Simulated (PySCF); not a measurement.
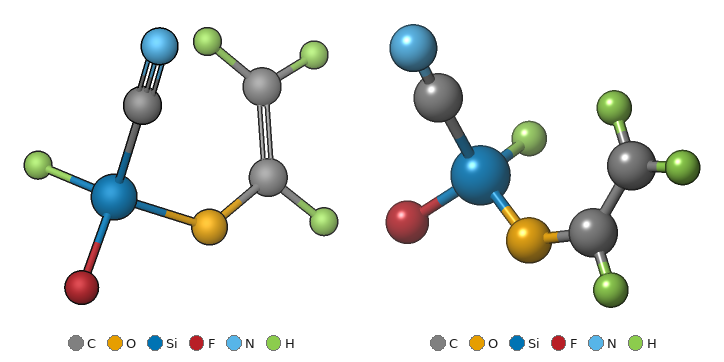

The same structure drawn twice, from different directions.

Description:

It has 11 atoms: 3 carbon, 4 hydrogen, 1 fluorine, 1 nitrogen, 1 oxygen and 1 silicon (C3H4FNOSi). Its SMILES string is `C=CO[Si@@H](F)C#N`. It has no ring. Among its groups: nitrile, alkene, Si–H bond, Si–O bond. This geometry has C1 symmetry. Coordination: 2 C trigonal planar; 1 O bent; 1 Si tetrahedral; 1 C linear.

More results for the same structure follow; atom numbers are the same in all pictures, views and colours differ. The computed structure is the end point of a PBE0-D3(BJ)/def2-SVP optimisation. No frequency run is at hand to confirm it as a minimum.

**Shape**

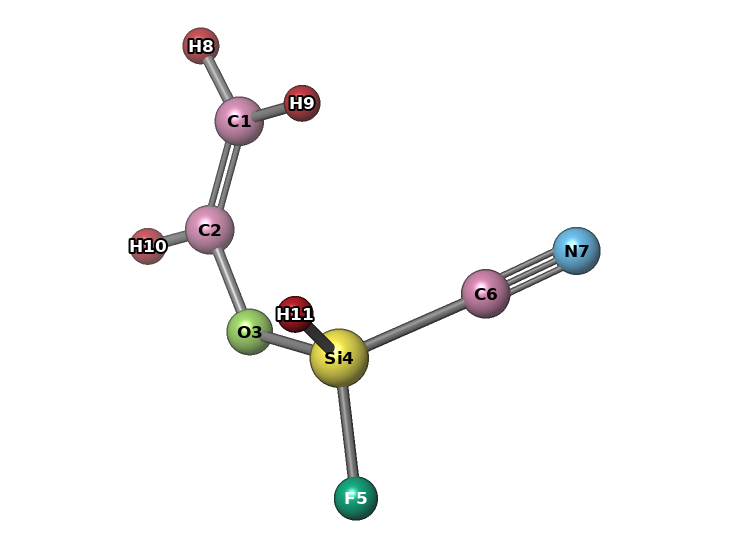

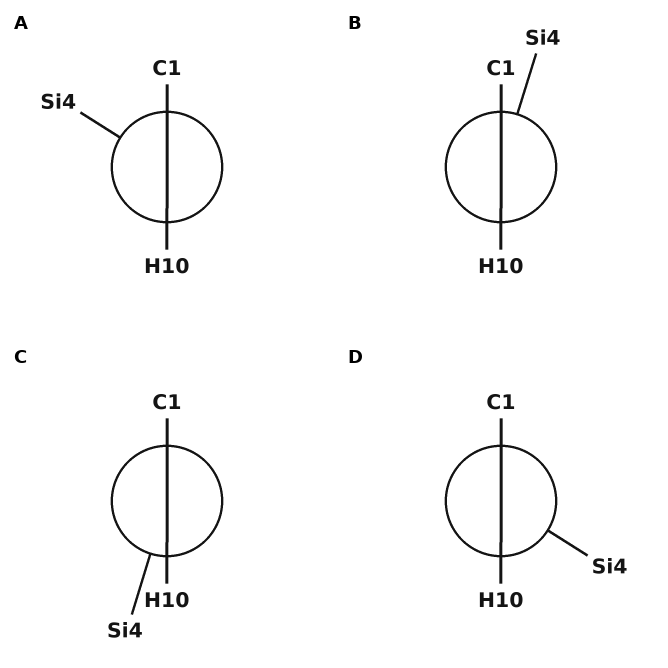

Depth is shown by fading: the farther an atom, the more it takes the colour of the background. Bonds that would overlap in a projection are set slightly apart. No frequency run is at hand to confirm it as a minimum.

Which Newman projection shows the view along C2–O3, with C2 in front?

Answer. B. The torsion angle C1–C2–O3–Si4 is 2°, synperiplanar (eclipsed).

**NMR shielding**

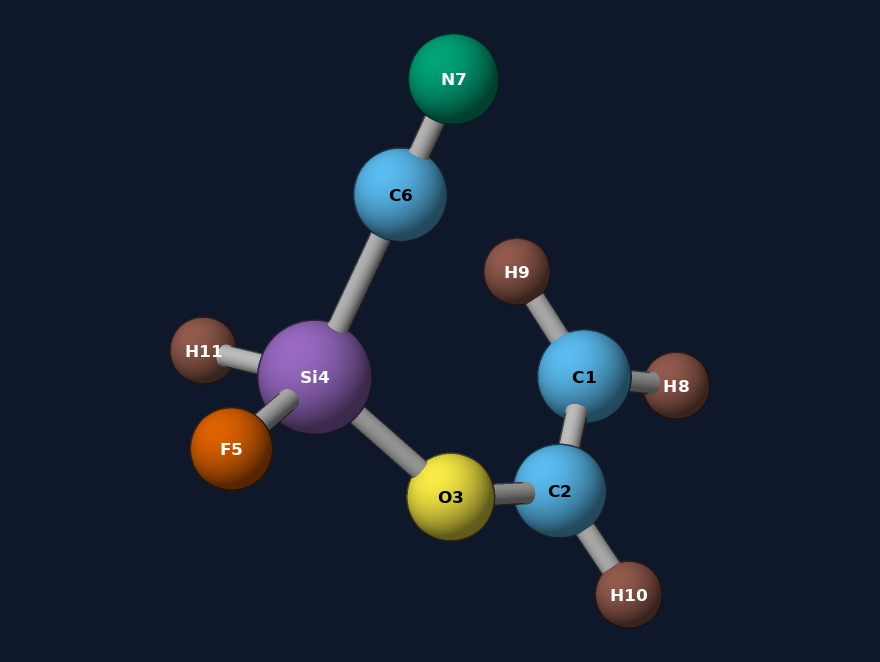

No frequency run is at hand to confirm it as a minimum. Properties computed with GIAO PBE0/def2-SVP NMR shielding, non-relativistic, gas phase (PySCF 2.14.0). Principal shieldings σ11 ≤ σ22 ≤ σ33, span Ω = σ33 − σ11, skew κ = 3(σiso − σ22)/Ω.

Give the shielding tensors of the O atoms.

| atom | σ11 | σ22 | σ33 | σiso | Ω | κ |
| --- | --- | --- | --- | --- | --- | --- |
| O3 | 182.1 | 222.9 | 250.0 | 218.3 | 67.8 | −0.20 |

Shieldings and span in ppm.

**Bond orders**

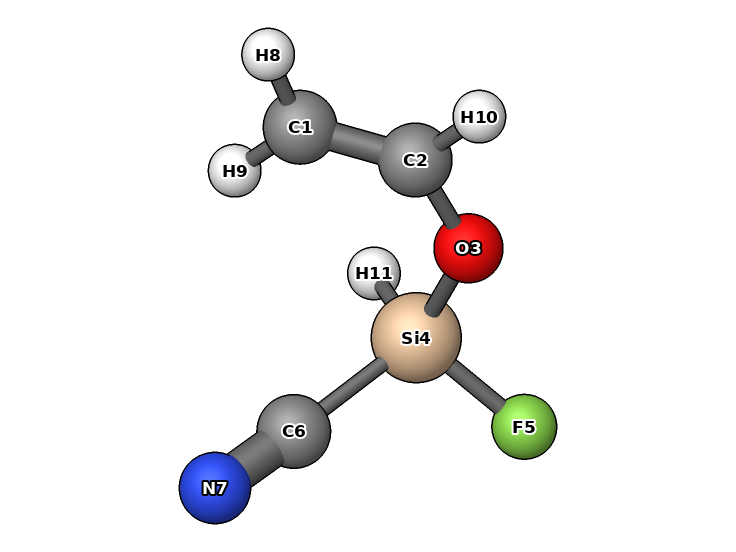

The thickness of each stick grows with its Mayer bond order. No frequency run is at hand to confirm it as a minimum. Level of theory: PBE0/6-31G* (PySCF 2.14.0).

Which bond has the highest Mayer bond order?

Answer. C6–N7, 2.79, at a length of 1.159 Å.

List the Mayer bond orders of C1–C2, C1–H8, C1–H9, C2–O3, C2–H10, O3–Si4, Si4–F5, Si4–C6, Si4–H11, C6–N7.

```tsv
bond	Mayer order	length (Å)
C1–C2	1.89	1.332
C1–H8	0.93	1.090
C1–H9	0.92	1.094
C2–O3	0.95	1.357
C2–H10	0.92	1.094
O3–Si4	0.98	1.643
Si4–F5	1.00	1.604
Si4–C6	0.88	1.852
Si4–H11	0.90	1.475
C6–N7	2.79	1.159
```

**Dipole moment**

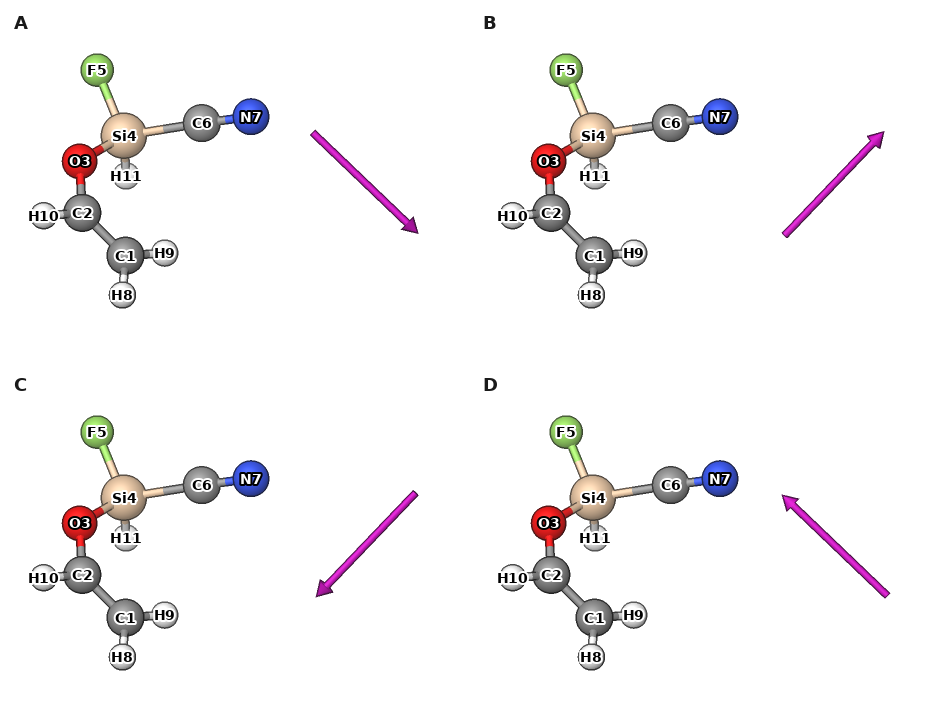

The same molecule four times, each with an arrow. No frequency run is at hand to confirm it as a minimum. Method: PBE0/IGLO-III, gas phase (PySCF 2.14.0).

Which arrow points along the dipole moment, from the negative to the positive end?

Answer. C. The dipole moment is 3.13 D; it points from the side of N7 to the side of H8, H10 (the outermost atoms at the two ends).

**Quadrupole coupling**

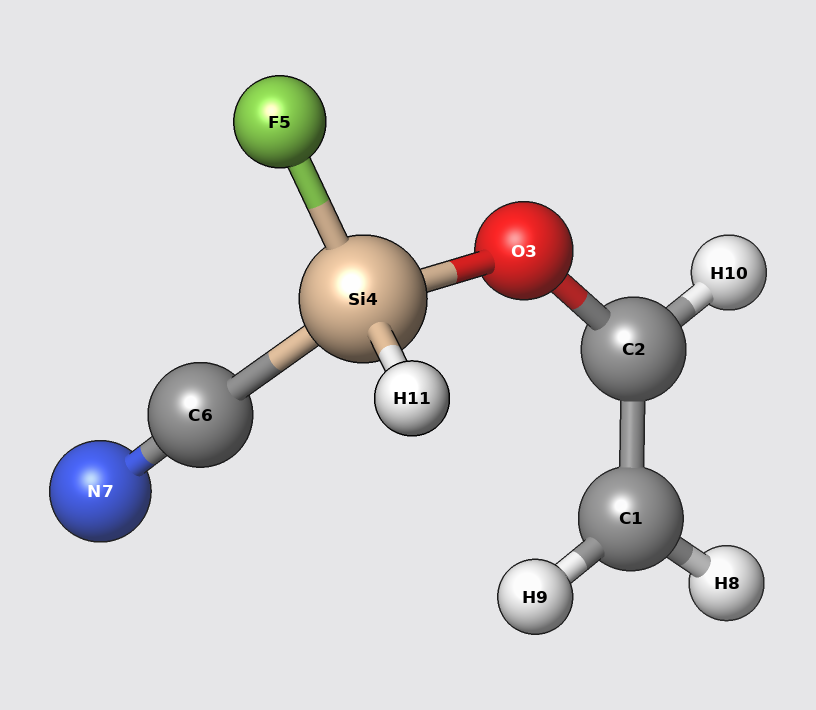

No frequency run is at hand to confirm it as a minimum. Electric field gradients from the ground-state density, PBE0/IGLO-III (PySCF 2.14.0), non-relativistic apart from any core potentials.

Give the largest field-gradient component, the quadrupole coupling constant and the asymmetry for 17O at O3 (Q = −25.6 mb), 14N at N7 (Q = 20.44 mb).

| atom | V_zz (a.u.) | e²qQ/h (MHz) | η |
| --- | --- | --- | --- |
| O3 | 1.574 | −9.47 | 0.16 |
| N7 | −1.171 | −5.62 | 0.02 |
